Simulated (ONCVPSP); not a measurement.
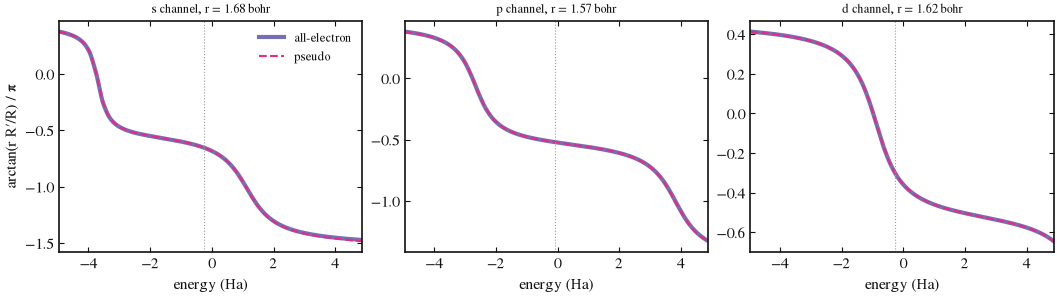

Unwrapped phase arctan(r R′/R) in units of π against energy, all-electron (solid) and pseudo (dashed); the pseudo phase is matched to the all-electron one at the reference energy. Here R(r) is the radial function. The dotted line marks the reference energy of the channel.

```
Element                 : Re (Z = 75)
Generator               : ONCVPSP 4.0.1
Type                    : optimised norm-conserving Vanderbilt (ONCV)
Functional              : PBE
Relativity              : scalar-relativistic
Frozen core             : [Kr] 4d10 4f14
Valence charge          : 15
Reference configuration : 5s2 5p6 5d5 6s1 6p1
Partial waves           : 5s+6s: rc 1.65 bohr, ncon 3, nbas 8, qcut 5.7 1/bohr, 2 projectors; 5p+6p: rc 1.55 bohr, ncon 3, nbas 7, qcut 8.9 1/bohr, 2 projectors; 5d: rc 1.60 bohr, ncon 4, nbas 8, qcut 5.2 1/bohr, 2 projectors, debl 3.5 Ha
Local potential         : polynomial inside 1.50 bohr (lpopt 5, dvloc0 0 Ha)
Core correction         : Teter function, fcfact 5, rcfact 1.4
```

Question: Give the range of good agreement (0.05 rad in phase) for each channel.

Answer: s: over the whole range drawn; p: over the whole range drawn; d: over the whole range drawn.

Question: List the energies at which the logarithmic derivative diverges. (There the phase passes a half-integer multiple of π.)

Answer: s: all-electron at -2.8 Ha, pseudo at -2.8 Ha; p: all-electron at -0.6 Ha, pseudo at -0.6 Ha; d: all-electron at 1.9 Ha, pseudo at 1.9 Ha.

Question: Does the potential have spurious states?

Answer: The plot shows none: the two phases stay within 0.04 rad of each other in all channels drawn. The separate test gives: no bound ghost flagged; no localised positive-energy state flagged.
